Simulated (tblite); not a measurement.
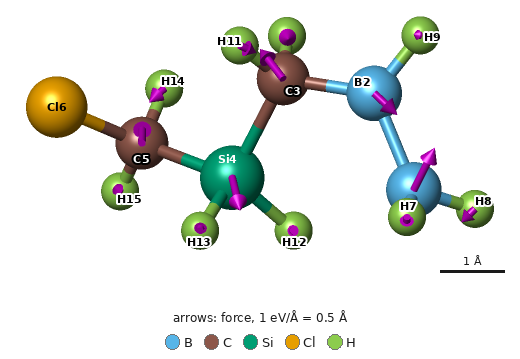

Starting geometry of C$_{2}$H$_{9}$B$_{2}$ClSi with the computed forces as purple arrows. Style: ball-and-stick. Shown from a free direction.

Theory: tblite 0.8.0, GFN2-xTB geometry optimisation, gas phase. 

Question: Is this structure relaxed? If not, where do the atoms go?

Answer: It isn't relaxed: the largest force vector, on the Si atom, is 1.77 eV/Å. The final displacements have little in common with the starting forces (cosine between the two patterns 0.09). The energy falls by 0.556 eV in 158 geometry steps. The atom that moves furthest after the best rigid fit is an H atom (1.84 Å). Largest moves by element: H 1.84 Å, B 0.89 Å, Cl 0.72 Å, Si 0.60 Å, C 0.19 Å. Near-neighbour distances that change, for instance: C–Si 1.861 → 1.918 Å, B–B 1.664 → 1.624 Å, H–Si 1.495 → 1.465 Å, C–Si 1.874 → 1.903 Å. Among the angles between lasting bonds that change: B–B–H 115.5° → 123.9°, C–Si–H 113.5° → 105.8°, Si–C–H 107.3° → 113.9°. Groups turn about B–C by about 85°. Cost: 1.7 s on 1 thread of Arm Neoverse N1 (shared host).
